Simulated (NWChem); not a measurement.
# B3LYP/6-31G(d) (spherical functions) run of C2H3NO (Nitrosoethylene)

What is the energy change on altering one bond length of C2H3NO (Nitrosoethylene) at B3LYP/6-31G* (spherical functions)? 

The results are computed with NWChem 7.3.0.

4 further runs of the same task are left out: 1 that didn't finish, 3 set aside as unsound or not needed. Runs told in other sessions of the task aren't counted.

## (1) The system as given

C2H3NO: 7 atoms, total charge 0, spin state singlet. SMILES: `C=CN=O`. Geometry: relaxed at PBE0-D4/def2-TZVP. This is one conformer, not always the lowest.

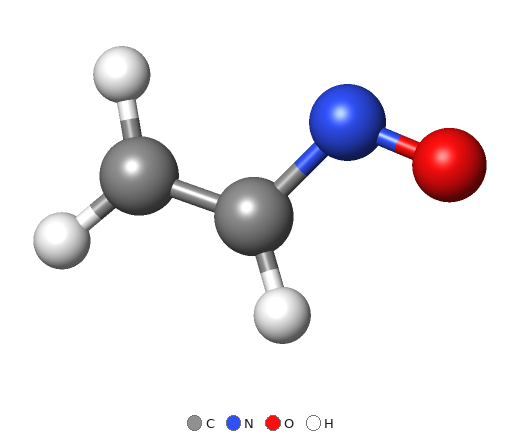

Viewed from a chosen angle; carbon grey, nitrogen blue, oxygen red, hydrogen white.

## (2) Energy and gradient at B3LYP/6-31G(d) (spherical functions)

run.py reads:

```python
from ase import Atoms
from ase.calculators.nwchem import NWChem

system = Atoms(['C', 'C', 'N', 'O', 'H', 'H', 'H'], positions=[
    [0.081850, 0.997050, -0.386810],
    [-0.095350, -0.104120, 0.334780],
    [0.136670, -1.344100, -0.316900],
    [-0.039770, -2.304690, 0.387270],
    [-0.071800, 1.985550, 0.026660],
    [0.389990, 0.909370, -1.422820],
    [-0.401600, -0.139060, 1.377820],
])

calc = NWChem(
    label='mol',
    theory='dft',
    memory='2200 mb',
    basis='6-31G*',
    basispar='spherical bse',
    dft={'xc': 'b3lyp', 'mult': '1', 'grid': 'xfine', 'convergence': 'energy 1e-08', 'iterations': '100', 'mulliken': None},
)
system.calc = calc

forces = system.get_forces()
e = system.get_potential_energy()
print(f"E = {e:.6f} eV")
print("forces (eV/A):")
for s, f in zip(system.symbols, forces):
    print(f"{s:2s} {f[0]:10.5f} {f[1]:10.5f} {f[2]:10.5f}")
print("dipole (e A):", system.get_dipole_moment().round(4))
```

Launch:

```console
$ export ASE_NWCHEM_COMMAND="nwchem PREFIX.nwi > PREFIX.nwo"
$ python run.py
```

The program printed:

```text
E = -5656.541795 eV
forces (eV/A):
C     0.04988    0.39502   -0.21227
C    -0.10747   -0.12593    0.37847
N     0.29964    0.83854   -1.10871
O    -0.23335   -1.24837    0.92853
H    -0.00386    0.10500    0.00139
H     0.02057    0.03013   -0.07312
H    -0.02540    0.00566    0.08572
dipole (e A): [-0.0362  0.645   0.0524]
```

The calculator wrote mol.nwi:

```
title "mol"

permanent_dir mol

scratch_dir mol

start mol

geometry units angstrom nocenter noautosym noautoz
  C  8.1850000000000006e-02 9.9704999999999999e-01 -3.8680999999999999e-01
  C  -9.5350000000000004e-02 -1.0412000000000000e-01 3.3478000000000002e-01
  N  1.3667000000000001e-01 -1.3441000000000001e+00 -3.1690000000000002e-01
  O  -3.9770000000000000e-02 -2.3046899999999999e+00 3.8727000000000000e-01
  H  -7.1800000000000003e-02 1.9855499999999999e+00 2.6660000000000000e-02
  H  3.8999000000000000e-01 9.0937000000000001e-01 -1.4228200000000000e+00
  H  -4.0160000000000001e-01 -1.3905999999999999e-01 1.3778200000000000e+00
end

memory 2200 mb

basis spherical bse noprint
   * library 6-31G*
end

dft
  xc b3lyp
  mult 1
  grid xfine
  convergence energy 1e-08
  iterations 100
  mulliken
end

task dft gradient
```

mol.nwo:

```text
Northwest Computational Chemistry Package (NWChem) 7.3.0
             --------------------------------------------------------

           Job information
           ---------------

    nwchem branch   = 7.3.0
    use scalapack   = T
    input           = mol.nwi
    prefix          = mol.
    data base       = mol/mol.db
    status          = startup
    nproc           =        1

           Memory information
           ------------------

    heap     =     72089598 doubles =      550.0 Mbytes
    stack    =     72089595 doubles =      550.0 Mbytes
    global   =    144179200 doubles =     1100.0 Mbytes (distinct from heap & stack)
    total    =    288358393 doubles =     2200.0 Mbytes
    verify   = yes
    hardfail = no

           Directory information
           ---------------------

  0 permanent = mol
  0 scratch   = mol

[... 101 lines left out ...]
  convergence criterion.
[... 17 lines left out ...]
          Convergence on gradient requested:  5.00D-04
[... 27 lines left out ...]
          Convergence aids based upon iterative change in
[... 28 lines left out ...]
 1-e energy   =    -487.959808
[... 48 lines left out ...]
         Total DFT energy =     -207.874078512531
[... 2 lines left out ...]
    Exchange-Corr. energy =      -27.384365452589
[... 507 lines left out ...]
          Convergence on energy requested:  1.00D-08
[... 25 lines left out ...]
          Spatial weights used:  Erf1
[... 4 lines left out ...]
          total energy or number of iterations.
[... 28 lines left out ...]
    atom               coordinates                        gradient
                 x          y          z           x          y          z
   1 C       0.154674   1.884151  -0.730965   -0.000970  -0.007682   0.004128
   2 C      -0.180185  -0.196758   0.632642    0.002090   0.002449  -0.007360
   3 N       0.258269  -2.539981  -0.598854   -0.005827  -0.016307   0.021561
   4 O      -0.075154  -4.355233   0.731834    0.004538   0.024277  -0.018057
   5 H      -0.135682   3.752145   0.050380    0.000075  -0.002042  -0.000027
   6 H       0.736974   1.718460  -2.688740   -0.000400  -0.000586   0.001422
   7 H      -0.758914  -0.262785   2.603702    0.000494  -0.000110  -0.001667

                 ----------------------------------------
                 |  Time  |  1-e(secs)   |  2-e(secs)   |
                 ----------------------------------------
                 |  CPU   |       0.00   |       1.46   |
                 ----------------------------------------
                 |  WALL  |       0.00   |       1.46   |
                 ----------------------------------------

 Task  times  cpu:       25.4s     wall:       25.4s
 Total times  cpu:       25.4s     wall:       25.4s
```

Wall time 27 s (1 thread of Intel Xeon at 2.60GHz (Ice Lake), shared host); peak memory 0.13 GiB.

## (3) The distorted shape: the energy at B3LYP/6-31G(d) (spherical functions)

mol.nw reads:

```
start mol
title "Nitrosoethylene"
memory stack 880 mb heap 220 mb global 1100 mb

geometry units angstroms noautosym nocenter noautoz
  C        0.158679       0.502777      -0.593555
  C       -0.018521      -0.598393       0.128035
  N        0.213499      -1.838373      -0.523645
  O        0.037059      -2.798963       0.180525
  H       -0.071800       1.985550       0.026660
  H        0.466819       0.415097      -1.629565
  H       -0.324771      -0.633333       1.171075
end

basis spherical bse
  * library 6-31G*
end

dft
  xc b3lyp
  grid xfine
  convergence energy 1e-08
  iterations 100
  mulliken
  noprint "final vectors analysis"
end

task dft energy
```

Launch:

```console
$ nwchem mol.nw > mol.out
```

The program printed:

```text
[...]
          Wavefunction type:  closed shell.
          No. of atoms     :     7
          No. of electrons :    30
[...]
          Charge           :     0
          Spin multiplicity:     1
[...]
          AO basis - number of functions:    62
[...]
              XC Information
              --------------
                         B3LYP Method XC Potential
                     Hartree-Fock (Exact) Exchange  0.200
                        Slater Exchange Functional  0.800 local
                    Becke 1988 Exchange Functional  0.720 non-local
              Lee-Yang-Parr Correlation Functional  0.810
                  VWN I RPA Correlation Functional  0.190 local
[...]
 d= 0,ls=0.0,diis     1   -207.6985584302 -3.11D+02  2.45D-02  7.74D-01     2.4
[...]
 d= 0,ls=0.0,diis    11   -207.7948435860 -3.51D-09  1.57D-06  8.56D-09    21.3
         Total DFT energy =     -207.794843585960
      One electron energy =     -486.739109866021
           Coulomb energy =      202.536225984423
    Exchange-Corr. energy =      -27.243290143051
 Nuclear repulsion energy =      103.651330438688
[...]
      Total Density - Mulliken Population Analysis
     ---------------------------------------------
    Atom       Charge   Shell Charges
 -----------   ------   -------------------------------------------------------
    1 C    6     6.23   2.00  0.69  1.89  0.65  0.97  0.03
    2 C    6     5.96   2.00  0.71  2.06  0.45  0.69  0.04
    3 N    7     6.98   2.00  0.86  2.28  0.84  0.92  0.08
    4 O    8     8.27   2.00  0.95  2.82  0.96  1.51  0.04
    5 H    1     0.92   0.38  0.54
    6 H    1     0.81   0.52  0.29
    7 H    1     0.84   0.52  0.31
[...]
```

It took 22 s on 1 thread of Intel Xeon at 2.60GHz (Ice Lake), shared host; peak memory 0.13 GiB.

## (4) Outcome

Level: B3LYP/6-31G* (spherical functions).

| quantity | value |
| --- | --- |
| first shape: total energy | -207.87408 Eh |
| first shape: dipole moment | 3.11 D |
| first shape: HOMO energy | -5.98 eV |
| first shape: LUMO energy | -2.64 eV |
| first shape: HOMO–LUMO gap | 3.34 eV |
| first shape: largest force on an atom | 1.573 eV/Å |
| distorted shape: total energy | -207.79484 Eh |
| distorted shape: dipole moment | 2.77 D |
| energy change with the C1–H5 bond stretched from 1.082 to 1.624 Å | 2.156 eV |

One bond (distorted shape) is far stretched, which a spin-restricted single reference describes badly; a broken-symmetry solution may lie lower. With the C1–H5 bond stretched from 1.082 to 1.624 Å the energy rises by 2.16 eV (208 kJ/mol). The first shape isn't relaxed at this level, so the change isn't measured from a minimum. A restricted reference can't describe the breaking bond well at this length. The largest force (first shape) is 1.57 eV/Å: the shape isn't a stationary point for this species at this level. Mulliken charges (distorted shape) run from -0.27 on O4 to +0.19 on H6.
